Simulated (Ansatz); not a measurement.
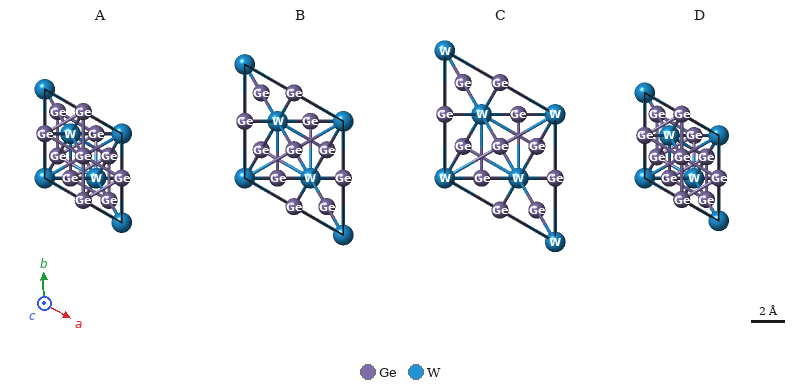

4 geometries from one relaxation of a crystal of Ge₃W₂ (a generated structure, set up in R-3m) (coarse preliminary run), in shuffled order. The picture is a ball-and-stick view of the conventional cell (3 times the calculation's cell), seen along the c axis. Lengths and directions refer to the drawn axes.

Method: DFT PBE, scalar-relativistic, plane waves, PAW in Ansatz 0.2.0. Settings: plane-wave cutoff 420 eV; k-point mesh 3 × 3 × 3; occupations gaussian; smearing width 0.1 eV; no spin polarisation; cell and atoms relaxed; force threshold 0.04 eV/Å; at most 70 steps.

> Order the frames from highest to lowest energy.

C, B, A, D. They are steps 0, 5, 9, 18, at +65572 meV per atom, +2057 meV per atom, +379 meV per atom relative to the last. The largest moves relative to the cell, 0.94 Å, are those of W atoms. Ge stays in place. Cell: a = b 7.955 → 5.324 Å (−33.1 %), c 10.292 → 10.349 Å (+0.6 %). Volume −55.0 %. Among the contacts that change: W–W 5.210 → 3.130 Å, W–W 0.970 → 2.861 Å, Ge–Ge 3.977 → 2.662 Å, Ge–W 3.735 → 2.538 Å. The space group stays R-3m (No. 166). Over 16 accepted moves (18 points after the start) the energy falls by 65572 meV per atom. Largest force component: 1400 eV/Å at the start, 0.0096 eV/Å at the end. The pressure goes from 387.16 to 0.03 GPa. At 2 points the geometry stayed and the basis and grid were re-selected for the new cell (energy shift of 1.1 meV per atom at most each time).
